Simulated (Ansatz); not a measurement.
**revPBE/STO-3G run of HBS (hydrogen boron sulfide)**

Aim: the vertical singlet–triplet gap of HBS (hydrogen boron sulfide) at revPBE/STO-3G, from 2 runs. 

Program for the calculation: Ansatz 0.2.0.

## (1) The structure to begin with

The species is HBS (3 atoms), meant as a singlet with charge 0. SMILES: `B=S`. The coordinates come from a PBE0-D4/def2-TZVP relaxation.

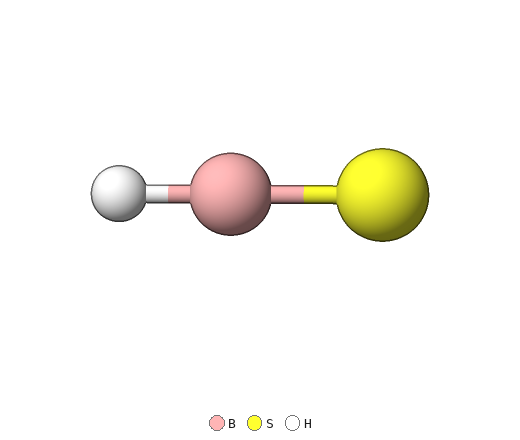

Viewed from a chosen angle; boron pink, sulfur yellow, hydrogen white.

## (2) The energy at revPBE/STO-3G

run.yaml reads:

```yaml
crystal:
  periodic: [false, false, false]
  atoms:
    - {symbol: B, position_ang: [-0.038660, -0.014560, 0.134750]}
    - {symbol: S, position_ang: [0.399170, 0.147640, -1.393290]}
    - {symbol: H, position_ang: [-0.360510, -0.133080, 1.258530]}
basis:
  gaussian: {orbitals: STO-3G}
total_charge: 0
hamiltonian: {xc: {name: revPBE}}
accuracy: high
```

On the command line:

```console
$ ansatz run run.yaml --threads 1 --pin off --max-ram 3480MiB --events-out events.jsonl --progress --plain --runs-dir runs
```

Log:

```text
Warning: RAYON_NUM_THREADS=1 ignored (pool sized by the plan → 1); use --threads N
Functional definition: revPBE
  name "revPBE"
  parameter kappa = 1.245
  parameter beta = 0.06672455060314922
  exchange = pbe_x(kappa = kappa, mu = beta*pi^2/3)
  correlation = pbe_c(beta = beta)
243 factors; integrals over basis functions are off by at most 1.6e-8 eV
mean field evaluation 1: about -11397.5226 eV, gradient 3.6e0 eV
mean field evaluation 2: about -11397.4646 eV, gradient 5.3e0 eV
mean field evaluation 4: about -11397.5647 eV, gradient 2.5e-1 eV
mean field evaluation 8: about -11397.5165 eV, gradient 9.2e-4 eV
mean field -11397.51648210 eV, -418.8510052030 hartree, gradient 5.7e-8 eV, S^2 0.000000; 0 other end points of the search recorded, 0 dependent functions left out
reference -11397.51648389 eV, -418.8510052689 hartree; 11, 11 occupied and 4, 4 virtual orbitals, 243 factors
Total energy: -11397.51648389 eV, -418.8510052689 hartree
```

Wall time 0.58 s (1 thread of Arm Neoverse V1, shared host).

## (3) The triplet, same level

Edit run.yaml of step 2 so:

```diff
@@ -7,5 +7,9 @@
 basis:
-  gaussian: {orbitals: STO-3G}
-total_charge: 0
-hamiltonian: {xc: {name: revPBE}}
+  gaussian:
+    orbitals: STO-3G
+hamiltonian:
+  xc: {name: revPBE}
 accuracy: high
+magnetization:
+  spin_polarized: true
+  initial_magnetization: 2
```

On the command line:

```console
$ ansatz run run.yaml --threads 1 --pin off --max-ram 3480MiB --events-out events.jsonl --progress --plain --runs-dir runs
```

Log, cut to the lines that bear on the results:

```text
Warning: RAYON_NUM_THREADS=1 ignored (pool sized by the plan → 1); use --threads N
[... 2 set-up lines as earlier in the session ...]
[...]
243 factors; integrals over basis functions are off by at most 1.6e-8 eV
[...]
mean field -11391.99826392 eV, -418.6482144254 hartree, gradient 8.1e-8 eV, S^2 2.004286; 11 other end points of the search recorded, 0 dependent functions left out
reference -11391.99826575 eV, -418.6482144926 hartree; 12, 10 occupied and 3, 5 virtual orbitals, 243 factors
Total energy: -11391.99826575 eV, -418.6482144926 hartree
```

Run time: 23 s. Hardware: 1 thread of Arm Neoverse V1, shared host; peak memory 0.11 GiB.

## (4) Outcome

At revPBE/STO-3G:

| quantity | value |
| --- | --- |
| singlet: total energy | -418.85101 Eh |
| triplet: total energy | -418.64821 Eh |
| triplet: ⟨S²⟩ | 2.004 |
| vertical energy of the triplet above the singlet | 5.518 eV |

**Reading.** At this shape the triplet lies 5.52 eV (127 kcal/mol) above the singlet. In a minimal basis such a difference can be off by several eV, whatever the method.
